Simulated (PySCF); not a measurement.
Consider C₅H₆N₂OS.

```xyz
15

C    -2.2829    0.1203   -0.5424
S    -1.4677    0.4673    1.0847
O    -1.6516   -0.7322    1.8966
C     0.2156    0.2994    0.3748
C     0.9674   -0.8182    0.6697
C     2.2433   -0.8772    0.1099
N     2.7275    0.0848   -0.6509
N     2.0217    1.1408   -0.9122
C     0.8022    1.2739   -0.4288
H    -1.9547   -0.8440   -0.9152
H    -2.0272    0.9147   -1.2337
H    -3.3537    0.1023   -0.3663
H     0.5661   -1.5935    1.3059
H     2.9008   -1.7182    0.2781
H     0.2888    2.1878   -0.6921
```

Geometry: GFN2-xTB, NEB image 0 of 0 to 8.

Method: PBE0/pcSseg-1, SCF density, gas phase, non-relativistic (PySCF).

### Predict the electron density and electron localisation function between the atoms.

N–N (1.30 Å): the density is about 2.8 e/Å³ at the midpoint; the ELF peaks at about 0.90 between the atoms: localised, covalent bonding.
C–N (1.32 Å): ρ at the midpoint is about 2.5 e/Å³; the ELF peaks at about 0.90 between the atoms, as expected for a covalent bond.
C–C (1.38 Å): ρ is about 2.1 e/Å³ halfway; the ELF peaks at about 0.95 between the atoms (localised, covalent bonding).
S–O (1.46 Å): ρ is about 2.1 e/Å³ halfway; the ELF peaks at about 0.80 between the atoms (a short, strongly polar bond).

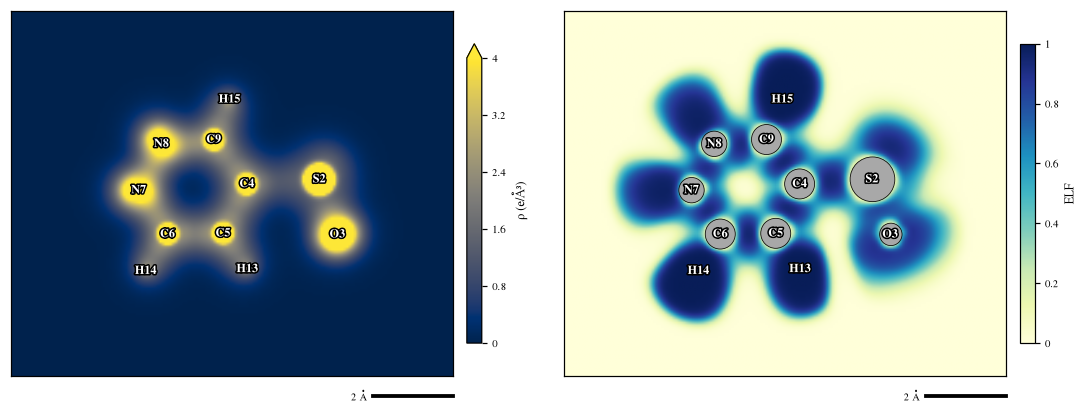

Computed electron density and electron localisation function on the plane of atoms C4, C5 and C6, in this order. Grey discs cover the atomic cores in the ELF map. 
